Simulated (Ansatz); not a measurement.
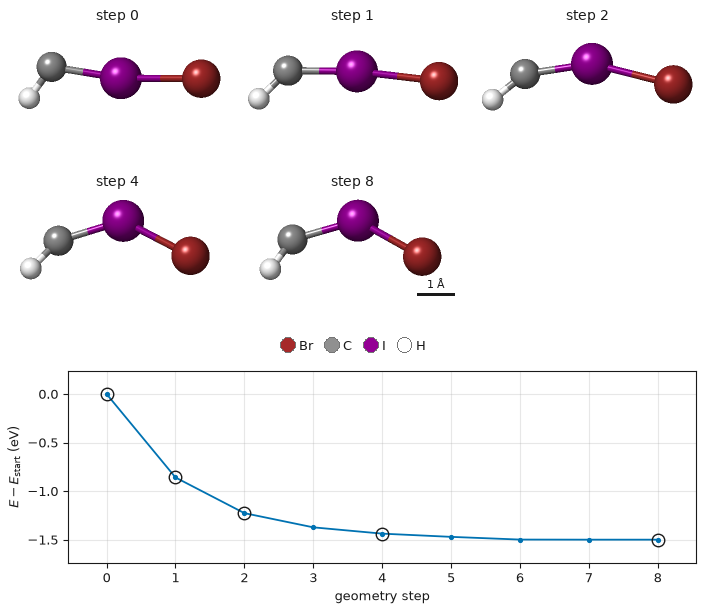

Frames of a relaxation of CHBrI (charge +1), marked on the history of the run. A ball-and-stick model, seen at a tilt.

It is one of the separated reactants of a reaction.

Computed with Ansatz, RKS PBE-D4/def2-SVP. Set-up: force threshold 0.03 eV/Å; at most 250 steps.

> What happens along the run?

The I atom moves most after the best rigid fit: 0.69 Å. By element the largest moves are I 0.69 Å, Br 0.51 Å, H 0.49 Å, C 0.33 Å. Some distances before and after: C–I 1.973 → 1.913 Å, C–H 1.089 → 1.117 Å, Br–I 2.590 → 2.573 Å. Bond angles that change, for instance: Br–I–C 156.7° → 130.4°, I–C–H 117.4° → 131.3°. Groups turn about C–I by about 120°. Over 8 geometry steps the energy falls by 1.498 eV. The largest force component goes from 2.3 to 0.013 eV/Å. Cost: 13 s on 2 threads of Intel Xeon Platinum 8259CL @ 2.50GHz, with other jobs on the host. From step 0 to 1: the I atom moves most (0.20 Å), energy −0.858 eV. From step 1 to 2: the I atom moves most (0.20 Å), energy −0.367 eV. From step 2 to 4: the Br atom moves most (0.39 Å), energy −0.211 eV. From step 4 to 8: the H atom moves most (0.14 Å), energy −0.062 eV.
